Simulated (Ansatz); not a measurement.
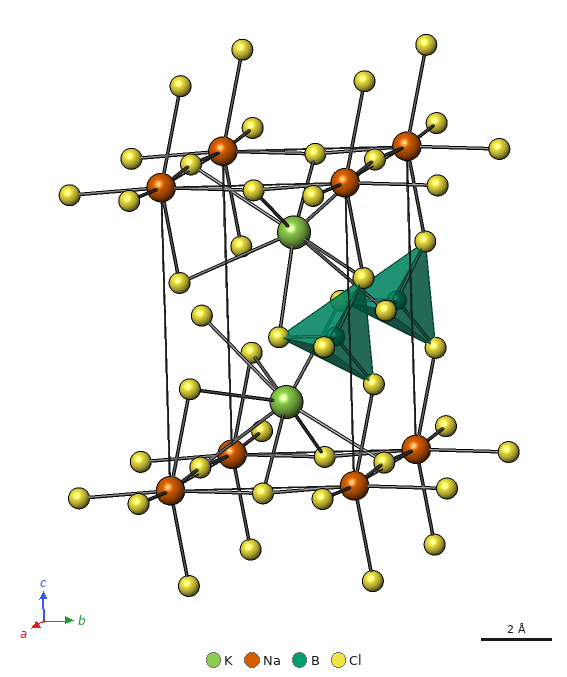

Polyhedral representation of a periodic structure, projected slightly off an axis. One unit cell is framed, with atoms on its boundary repeated. A few atoms beyond the faces are included.

K₂NaBCl₆, a = 5.595 Å, b = 5.595 Å, c = 9.034 Å, α = 84.69°, β = 84.63°, γ = 89.09°. Starting structure: a structure type filled with these elements by a generator (whether the compound takes this form wasn't checked). Earlier steps of the study, as a rule a relaxation of our own, may have changed the cell and positions, so they can lie some per cent off the listed ones. It went into a calculation with Ansatz.

This one geometry was computed with Ansatz (DFT, plane waves, PAW) at three levels of theory: r2SCAN, PBE and PBEsol.

**How does the band gap change with the level of theory?**

PBEsol: a gap of 4.75 eV, indirect; PBE: a gap of 4.85 eV, indirect; r2SCAN: a gap of 5.53 eV, indirect.

**Collect the results in a table.**

| level | cutoff (eV) | k-mesh of the run's cell | gap (eV) | pressure (GPa) |
| --- | --- | --- | --- | --- |
| r2SCAN | 500 | 4×4×4 | 5.53 | -0.9 |
| PBE | 420 | 4×4×4 | 4.85 | 0.0 |
| PBEsol | 420 | 4×4×4 | 4.75 | -1.1 |

Gaps are taken on the k-mesh or band path of each run.
